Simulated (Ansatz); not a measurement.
## Hf (hcp, Mg type): energy against volume

Hf (hcp, Mg type)

```cif
data_Hf2
_chemical_formula_sum 'Hf2'
_space_group_name_H-M_alt 'P 1'
_space_group_IT_number 1
_cell_length_a 3.15907
_cell_length_b 3.15907
_cell_length_c 4.99993
_cell_angle_alpha 90.000
_cell_angle_beta 90.000
_cell_angle_gamma 120.000
loop_
_space_group_symop_operation_xyz
  'x, y, z'
loop_
_atom_site_label
_atom_site_type_symbol
_atom_site_fract_x
_atom_site_fract_y
_atom_site_fract_z
_atom_site_occupancy
Hf1 Hf 0.33333 0.66667 0.75000 1
Hf2 Hf 0.66667 0.33333 0.25000 1
```

Equation-of-state scan: isotropic scaling of the cell above, V₀ being its volume. Symmetry pins the atoms to their sites.

Level of theory: PBEsol (plane waves to 420 eV, PAW, scalar-relativistic; Ansatz, an electronic-structure program). k mesh 17×17×9 (Γ-centred), Fermi-Dirac smearing 0.05 eV. Energies are smeared free energies. With the shape held, the modulus is that of even scaling; a crystal free to change shape is softer. Hf is run without spin polarisation. Hf was relaxed with its symmetry unable to fall. Spin-orbit coupling is left out, though Hf is heavy. The zero of ΔE is the relaxed starting cell.

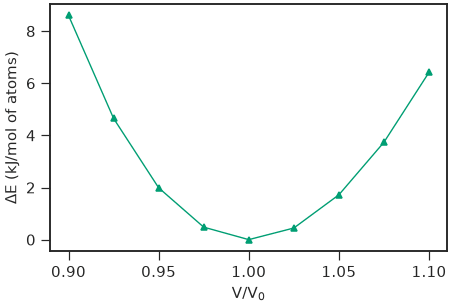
*ΔE (kJ/mol of atoms) against V/V₀; computed points joined by lines.*

The energy cost of the largest expansion comes out as 67 meV/atom and the pressure at the smallest volume is 14.3 GPa. The bulk modulus at fixed cell shape B₀ (third-order Birch-Murnaghan fit) is 114 GPa, the pressure derivative B₀′ (fit) is 3.4 and the pressure for 5 % compression (fit) is 6.3 GPa.

Check by three points about V = 21.606 Å³/atom, step 1.080: d²E/dV² ≈ (21 − 2·0 + 18) meV / 1.080² = 0.0334 eV/Å⁶, and V·d²E/dV² × 160.2 = 116 GPa.

(A scan under strain: stresses follow from slopes of the energy per volume, elastic moduli from its curvatures.)
